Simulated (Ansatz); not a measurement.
**F2H3O3Ta: density, localisation and related maps**

```xyz
9

F    -0.5629    0.9052   -1.4889
F     0.5500    0.9760    1.7475
O     0.4068   -1.7235    0.1456
O     1.8231    0.5861   -0.6076
O    -1.7105    0.0528    0.6201
Ta    0.1281    0.1445    0.1154
H    -0.2587   -2.3671    0.4134
H     2.2961    1.0449   -1.3037
H    -2.5837    0.3347    0.3410
```

Geometry: PBE0-D4/def2-SVP; core potentials replace the inner electrons of Ta.

The calculation used Ansatz, isolated molecule in a Gaussian basis; Kohn-Sham density functional theory, functional PBE0.

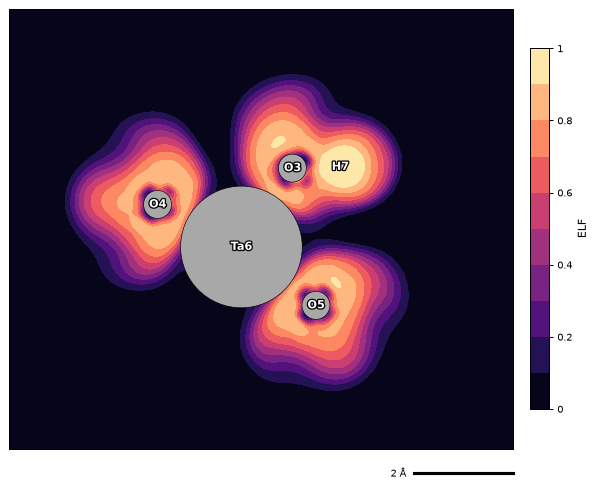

Figure 1. ELF on the plane of atoms O3, H7 and Ta6. Grey discs cover the atomic cores.

> Describe what can be read from this map.

- The section cuts through O, Ta and H sites.
- Ta6···H7 (2.56 Å): the ELF climbs to about 0.95 towards the hydrogen.
- Ta–O (1.89 Å): the ELF peaks at about 0.85 in the valence shell of O, 0.6 Å from its nucleus, and is about 0.30 at the midpoint.
- O–H (0.96 Å): the ELF climbs to about 1 towards the hydrogen (a covalent bond by its length).

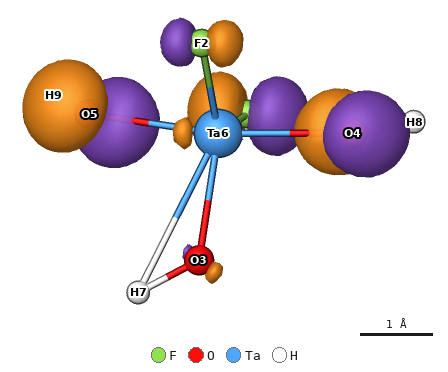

Figure 2. The HOMO at ±0.2 Å⁻³ᐟ² (orange and purple are the two phases), seen at a tilt.

> Describe this orbital and give its energy.

By Hirshfeld shares it lies mainly on O5 (about 35 %), O4 (about 25 %), F1 (about 25 %) and Ta6 (about 10 %); largely a combination of lone pairs on O5, O4 and F1. Its energy is −9.61 eV.

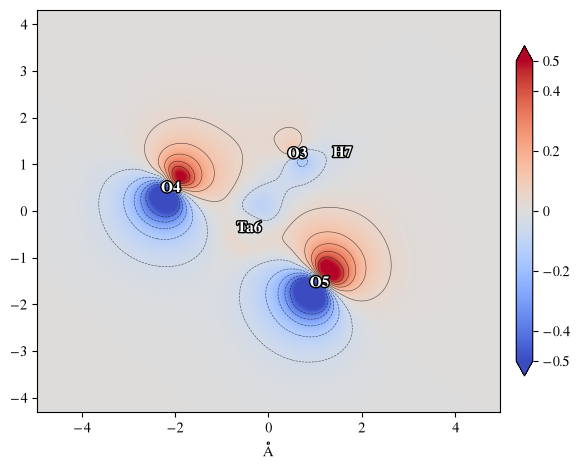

Figure 3. The HOMO−1 on the plane of atoms Ta6, O3 and H7 (values in Å⁻³ᐟ²; the overall sign is arbitrary).

> Describe this orbital and give its energy.

Its weight (Hirshfeld) is mainly on O5 (about 40 %) and O4 (about 35 %); largely a combination of lone pairs on O5 and O4. Its energy is −9.73 eV.
